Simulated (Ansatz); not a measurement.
Take Sc in the hcp (Mg type) structure (space group P6_3/mmc, No. 194; a = 3.329 Å, c = 5.192 Å) as the base.

Structures relaxed with DFT with r2SCAN, PAW potentials and a 500 eV plane-wave cutoff in Ansatz (an electronic-structure program), no SOC.

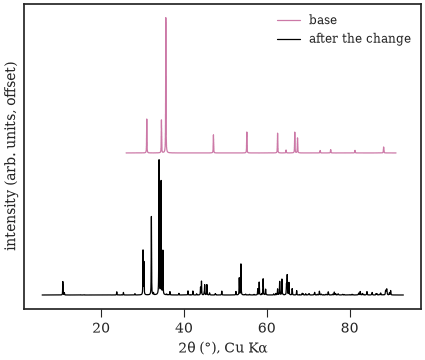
Simulated powder patterns before (top) and after one change

Q: Which change produced these results?
A) x(Ca) = 0.25, 8 atoms, P2_1/m
B) x(Ca) = 0.625, 8 atoms, Fmm2
C) x(Ca) = 0.5, 8 atoms, Pm

A: A, x(Ca) = 0.25, 8 atoms, P2_1/m. Its volume per atom is 28.21 Å³ against 24.92 Å³, and its space group is P2_1/m (No. 11).

These are small ordered cells, not random alloys; other orderings at the same x differ. Stability against distortions was not tested. The final runs are not spin-polarised. An odd electron count without spin: Ca5Sc3. CaSc3, CaSc and Ca5Sc3 have a high density of states at the Fermi level and may be magnetic at this level.
